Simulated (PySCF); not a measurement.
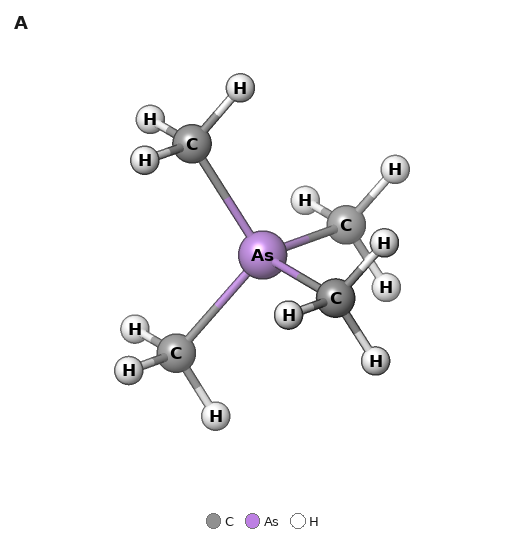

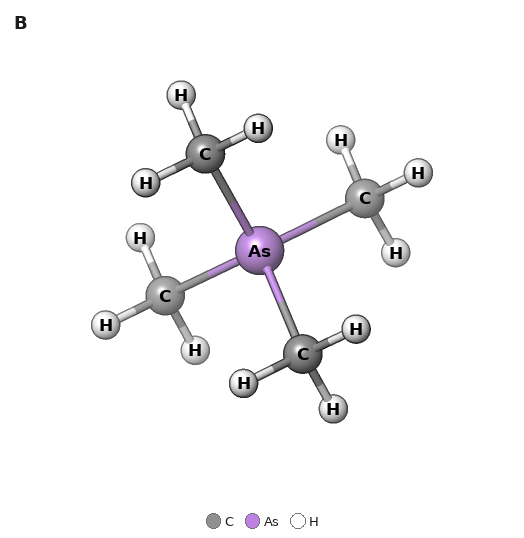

Depth is shown by fading: the farther an atom, the more it takes the colour of the background. The species has charge +1 and is a spin singlet. The geometry was computed by an optimisation with GFN2-xTB. No frequency run is at hand to confirm it as a minimum.

> How are A and B related: the same structure turned, mirror images, conformers, diastereomers or constitutional isomers?

They are the same structure, C4H12As (charge +1) (C[As+](C)(C)C), seen from two directions. With point group Td it is achiral, so its mirror image would be the same too.
